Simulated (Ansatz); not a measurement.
# BCl3 (boron trichloride): a line through the functionals

BCl3 has 4 atoms, charge 0, and is taken as a singlet. SMILES: `ClB(Cl)Cl`. Geometry: relaxed at PBE0-D4/def2-TZVP.

The vertical ionisation energy (to the doublet cation) y, in eV, basis 6-311+G(d,p); a is the functional's share of exact exchange. Programs: Ansatz 0.2.0.

```
functional  program     a  y (eV)
    revPBE   Ansatz     0   10.81
      BLYP   Ansatz     0   10.68
     B3LYP   Ansatz   0.2       ?
      PBE0   Ansatz  0.25   11.39
   r2SCAN0   Ansatz  0.25   11.55
     BHLYP   Ansatz   0.5   11.72
```

**Question.** Fit y = c + s·a to the known rows and predict B3LYP.

**Answer.** 
1. Means of the 5 rows: a = 0.2000, y = 11.230.
2. Σ(Δa)² = 0.175, Σ(Δa·Δy) = 0.365, so the slope is 0.365/0.175 = 2.0857.
3. Intercept: 11.230 − (2.0857) × 0.2000 = 10.813. The largest residual of the fit is 0.22.
4. B3LYP: 10.813 + (2.0857) × 0.2 = 11.23 eV.

The run gave 11.28 eV, so the prediction is off by -0.05 eV, within the scatter of the fit.

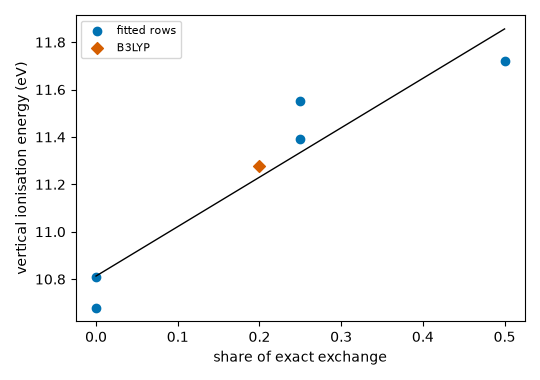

The fitted line, with the withheld row.
